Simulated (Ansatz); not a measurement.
Take ZnCu2GeS4 (space group I-4, No. 82; a = 5.2666 Å, c = 10.4851 Å) as the base. Axes: x, y, z lie along a, b, c of the conventional cell.

One thing is altered: compressive biaxial strain of 3.05 % in the plane normal to [001], as in epitaxy on a mismatched substrate; the out-of-plane cell vector and the atoms relax.

Method: plane-wave PAW DFT at the PBEsol level (Ansatz, a program for electronic structure, 420 eV), spin-orbit coupling left out.

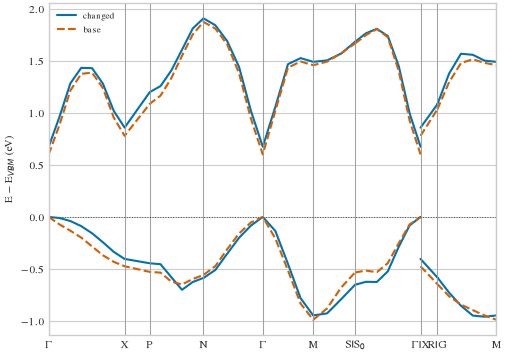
Figure. Highest valence and lowest conduction band along the path, each from its own valence-band maximum

Q: Read the changed gap and its character from the plot.

A: About 0.67 eV, direct at Γ.

Gaps are read on the SCF mesh and a high-symmetry path. Whether these cells are dynamically stable was not tested. All final runs are without spin polarisation.
